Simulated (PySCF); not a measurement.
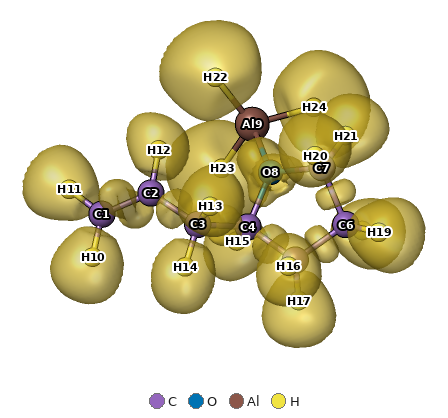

C7H15AlO. Isosurface of the ELF at 0.75 (yellow), seen at a tilt. Only the valence region is drawn (cores and ρ < 0.01 e/Å³ removed).

Geometry: PBE0-D3(BJ)/def2-SVP.

The calculation used PySCF 2.14.0, PBE0/pcSseg-1, SCF density, gas phase, non-relativistic.

```xyz
24

C     3.3675    0.9869   -0.1780
C     2.0480    1.0249   -0.3632
C     1.2418   -0.0944   -0.9425
C     0.1738   -0.6474   -0.0114
C    -0.6284   -1.8101   -0.6062
C    -2.0822   -1.4792   -0.2808
C    -2.0745    0.0318   -0.3400
O    -0.8238    0.3760    0.2763
Al   -0.7579    1.5741    1.8618
H     3.9615    0.1078   -0.4519
H     3.9044    1.8341    0.2556
H     1.4918    1.9260   -0.0749
H     0.7389    0.2400   -1.8688
H     1.9022   -0.9315   -1.2244
H     0.6177   -0.9017    0.9631
H    -0.4794   -1.8444   -1.6977
H    -0.3038   -2.7766   -0.1971
H    -2.3433   -1.8049    0.7382
H    -2.7987   -1.9309   -0.9809
H    -2.0808    0.4121   -1.3757
H    -2.8689    0.5244    0.2358
H    -0.3894    2.9998    1.2231
H     0.3927    0.8191    2.6891
H    -2.2802    1.3750    2.3469
```

Describe the localisation domains.

Answer. At this value the surface marks out six regions between bonded C–C atoms (shared pairs), 15 regions around hydrogen nuclei and one region on O in which the atom's valence shell and bonds are merged.

Values along the shortest contacts:
C–C (1.33 Å): the ELF peaks at about 0.95 between the atoms: a short, multiple covalent bond. C–O (1.44 Å): the ELF peaks at about 0.90 between the atoms; a shared but strongly polarised pair.
